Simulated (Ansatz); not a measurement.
**MoSi2, response to strain**

Consider MoSi₂ (space group I4/mmm, No. 139; a = 3.217 Å, c = 7.875 Å; relaxed with 0.1 eV smearing).

Strains are applied to the cell and any free atomic positions relax.

All numbers come from plane-wave PAW DFT at the PBE level (Ansatz, an electronic-structure program, 420 eV), scalar-relativistic without spin-orbit coupling.

Notes on the quantities. energy relative to the base: free energy F.

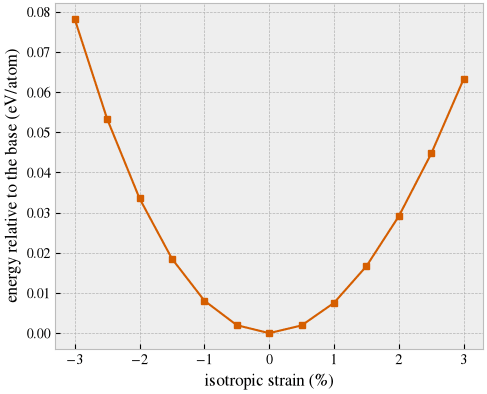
Fig. 1. Energy relative to the base against isotropic strain

| isotropic strain (%) | energy relative to the base |
|---|---|
| -3 | +78 meV/atom |
| -2.5 | +53 meV/atom |
| -2 | +34 meV/atom |
| -1.5 | +19 meV/atom |
| -1 | +8.1 meV/atom |
| -0.5 | +2.0 meV/atom |
| 0.5 | +1.9 meV/atom |
| 1 | +7.5 meV/atom |
| 1.5 | +17 meV/atom |
| 2 | +29 meV/atom |
| 2.5 | +45 meV/atom |
| 3 | +63 meV/atom |

Whether these cells are dynamically stable was not tested. All final runs are without spin polarisation.
